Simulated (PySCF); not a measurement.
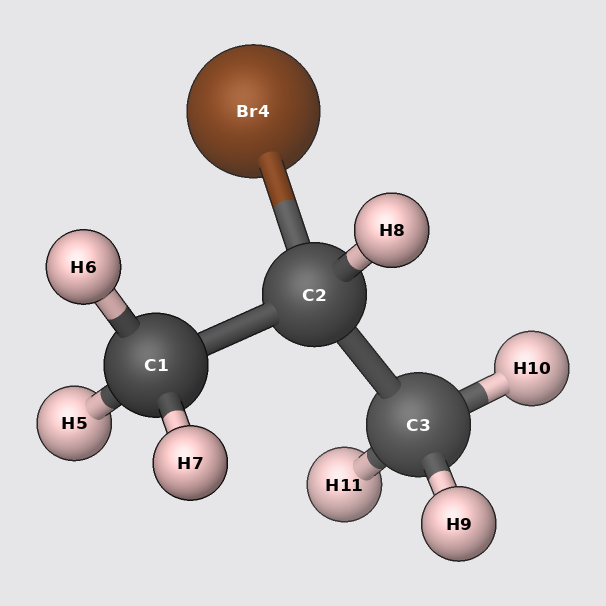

The computed structure is the end point of a PBE0-D3(BJ)/def2-SVP optimisation. No frequency run is at hand to confirm it as a minimum. Method: TDDFT PBE0/def2-SVPD, vertical, gas phase, core orbitals frozen in the response (PySCF 2.14.0), and the same with a continuum solvent (IEF-PCM, Bondi radii x 1.2, gas-phase geometry).

How do dipole (D), HOMO–LUMO gap (eV), lowest singlet (eV) change in chloroform (ε = 4.7)?

| medium | dipole (D) | HOMO–LUMO gap (eV) | lowest singlet (eV) |
| --- | --- | --- | --- |
| gas phase | 2.32 | 7.70 | 6.10 |
| chloroform | 2.94 | 7.82 | 6.20 |
